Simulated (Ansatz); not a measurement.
# BBr2F: the cost of one run

The runs use Ansatz 0.2.0, Gaussian basis; unrestricted cation, the program's frozen cores in correlated methods.

The runs, in order: UKS PBE-D4/def2-TZVPP; UKS r2SCAN-D4/def2-TZVPP; UKS PBE0-D4/def2-TZVPP; UKS B3LYP-D4/def2-TZVPP; UKS wB97X-V/def2-TZVPP; UKS wB97M-V/def2-TZVPP; UKS B2PLYP/def2-TZVPP; UHF-CCSD(T)/def2-TZVPP; UHF-MP2/def2-QZVPP; extrapolation to the limit; then −ε(HOMO) from the neutral's earlier runs with LDA (SPW92), PBE-D4, revPBE-D4, BLYP-D4, r2SCAN-D4, B97M-V, PBE0-D4, B3LYP-D4, r2SCANh-D4, r2SCAN0-D4, HSE06-D4, BHLYP-D4, CAM-B3LYP-D4, LC-ωPBE, ωB97X-V, ωB97M-V.

### Step 1. The geometry

An earlier PBE0-D4 in a triple-zeta def2 set relaxation fixed the geometry.

SMILES `FB(Br)Br`, 4 atoms, charge 0, spin multiplicity 1.

Atoms are counted from 1 here; the program's logs count them from 0.

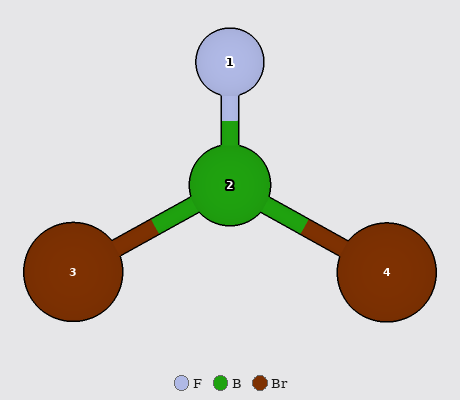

The structure; fluorine light blue, boron green, bromine brown; atoms are numbered from 1 in the order of the file.

### Step 2. Cation, UKS PBE-D4/def2-TZVPP

Contents of in.yaml:

```yaml
crystal:
  periodic: [false, false, false]
  atoms:
    - {symbol: F, position_ang: [1.336279, 0.443607, 0.346472]}
    - {symbol: B, position_ang: [0.138198, 0.028051, 0.027989]}
    - {symbol: Br, position_ang: [-0.470947, -1.642032, 0.700916]}
    - {symbol: Br, position_ang: [-0.947929, 1.110075, -1.095678]}
basis:
  gaussian: {orbitals: def2-TZVPP}
total_charge: 1
magnetization: {spin_polarized: true, initial_magnetization: 1}
hamiltonian: {xc: pbe, dispersion: d4}
```

Run with:

```bash
$ ansatz run in.yaml --threads 4 --pin off --events-out ev --progress --plain --max-ram 10444MiB
```

What time and memory should one allow on 4 threads of Intel Xeon 6975P-C, shared host?

About 7.5 s, with a peak of 0.43 GiB.
